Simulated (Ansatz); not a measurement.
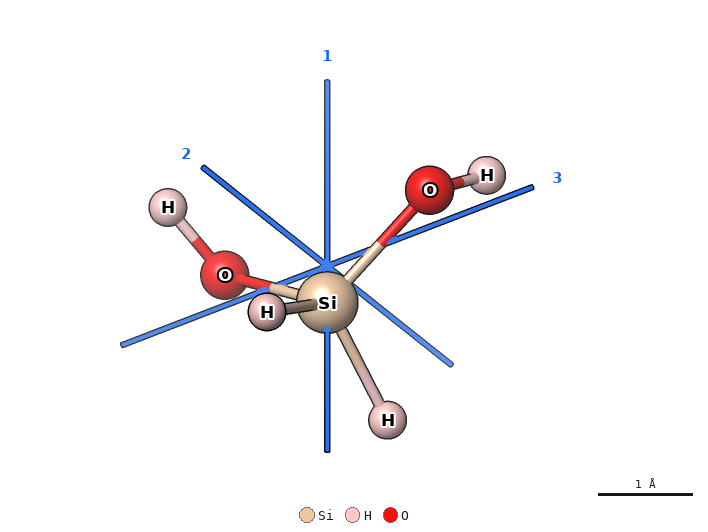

The three principal axes of inertia are drawn and numbered. Distant atoms are faded towards the background colour. The computed structure is the end point of a PBE0-D4/def2-TZVP optimisation. Masses are those of the most abundant isotopes; constants are for the rigid equilibrium geometry.

Which line is the a axis (least moment of inertia), which b and which c?

Answer. a is line 3, b is line 1, c is line 2; the moments are 21.5, 69.5, 82.6 u Å².

Classify the rotor and give the rotational constants (MHz).

Answer. An asymmetric top (C2): A = 23514, B = 7274, C = 6118 MHz. Ray's parameter κ is −0.87, close to the prolate limit.
